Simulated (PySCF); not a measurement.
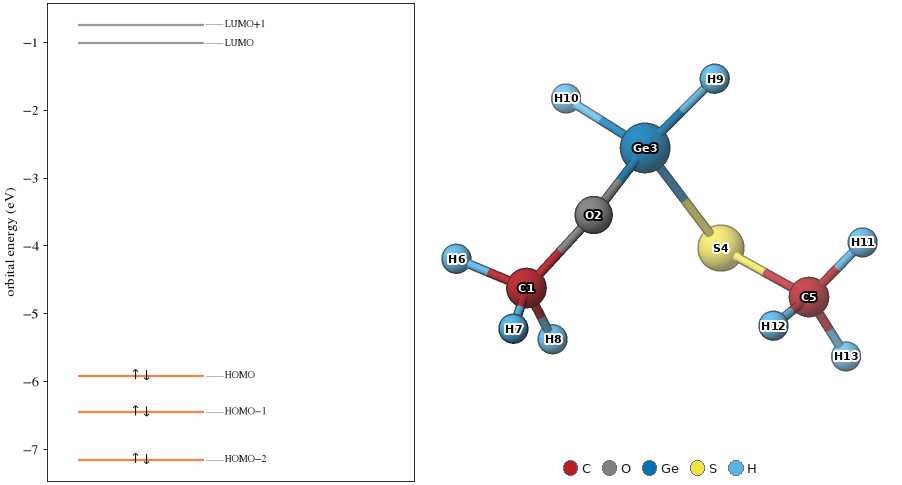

C₂H₈GeOS, SMILES C[O][GeH2][S]C, singlet. Kohn-Sham orbital energies near the frontier, LDA/def2-SVPD in PySCF, at a PBE0-D3(BJ)/def2-SVP geometry (no frequency check), isolated molecule; empty levels in grey, levels within 0.03 eV side by side.

### Where do the frontier orbitals lie?

HOMO at −5.92 eV, LUMO at −1.03 eV, 4.89 eV apart.

### How does −ε(HOMO) compare with the ΔSCF vertical ionisation energy at this level?

−ε(HOMO) is 5.92 eV, the ΔSCF value 9.05 eV; the orbital energy is 3.13 eV too shallow.

Note: one conformer of a flexible molecule.
